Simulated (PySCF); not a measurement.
# C4H4F4: what the fields show

Input file:

```
{"job": {"kind": "nmr", "xc": "PBE0", "basis": "pcSseg-1"}, "charge": 0, "multiplicity": 1}
F      0.201595    -2.100277    -0.692505
C      0.125293    -1.069262     0.187165
C     -1.106818    -0.161943     0.040827
C     -0.193816     1.074718     0.041802
F     -0.401913     1.955329    -0.970135
C      1.033978     0.145401    -0.123466
F      1.593624     0.147127    -1.339919
F      2.033175     0.353791     0.766920
H      0.304151    -1.468814     1.189387
H     -1.851106    -0.219297     0.828659
H     -1.575928    -0.297797    -0.932221
H     -0.161037     1.640340     0.977459
```

Launched as:

```sh
OMP_NUM_THREADS=1 python probes_run.py task.json out
```

Geometry: GFN2-xTB.

These are results of PySCF 2.14.0, PBE0/pcSseg-1, SCF density, gas phase, non-relativistic, not measurements.

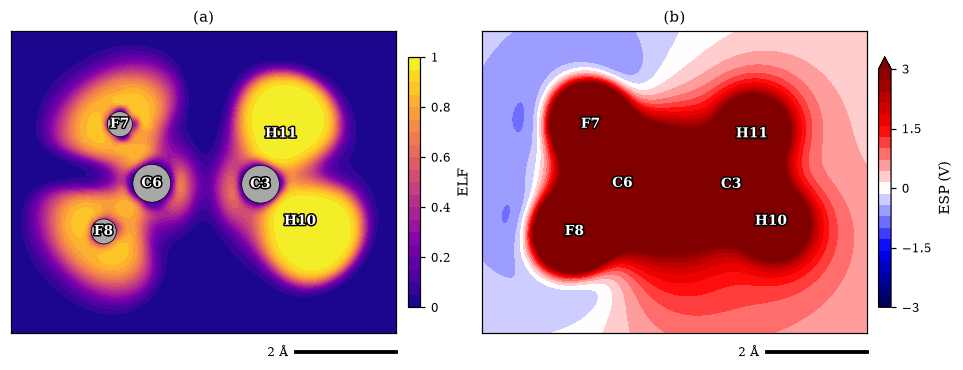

Figure 1. (a) ELF; (b) electrostatic potential on the plane of atoms H10, C3 and H11. Grey discs cover the atomic cores in the ELF map.

### What does the map show?

The plane passes through C, F and H nuclei.
C–F (1.34 Å): the ELF peaks at about 0.85 between the atoms, as expected for a polar covalent bond.
C–H (1.09 Å): the ELF climbs to about 1 towards the hydrogen, as it does in any bond to H; an ordinary covalent bond to hydrogen.
The ELF also peaks beside F8 and F7, away from the bonds: lone-pair regions.
Outside the dense part of the molecule the potential is most negative (−0.7 V) near F7.

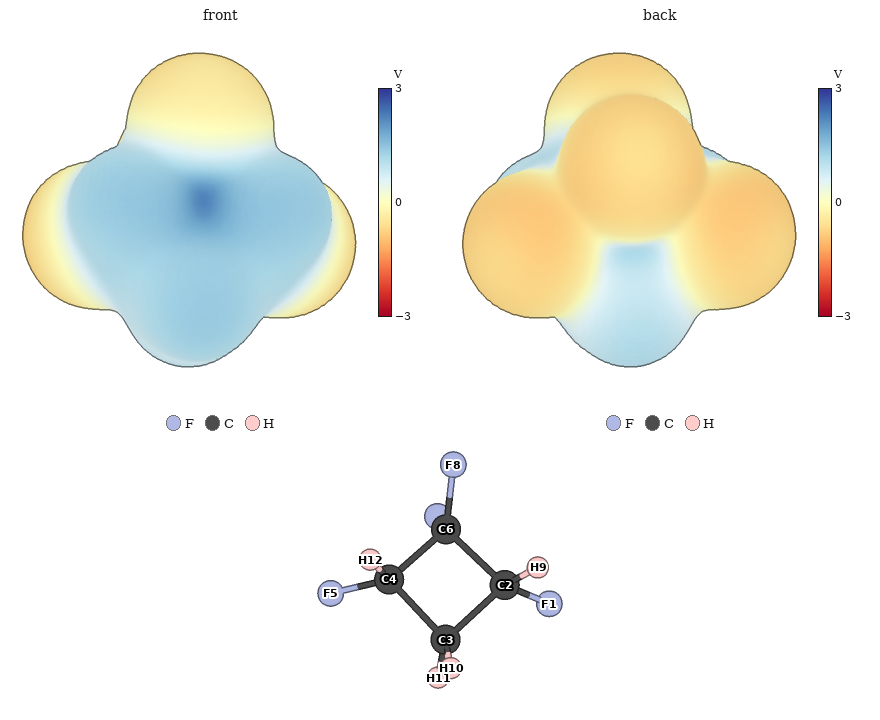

Figure 2. The molecular electrostatic potential painted on the density surface at 0.002 e/bohr³, seen from the front and from behind; the colour scale runs from red (negative) to blue (positive). The bare structure is drawn below in the same view.

### Where is the surface potential most negative and most positive?

The most negative region (about −0.9 V, or −21 kcal/mol for a unit charge) lies over F1 and F5, the most positive (about +2.0 V, or +46 kcal/mol for a unit charge) over C2, C3, C4 and C6.

### How polar is the molecule by this calculation?

Its dipole moment is 3.17 D.
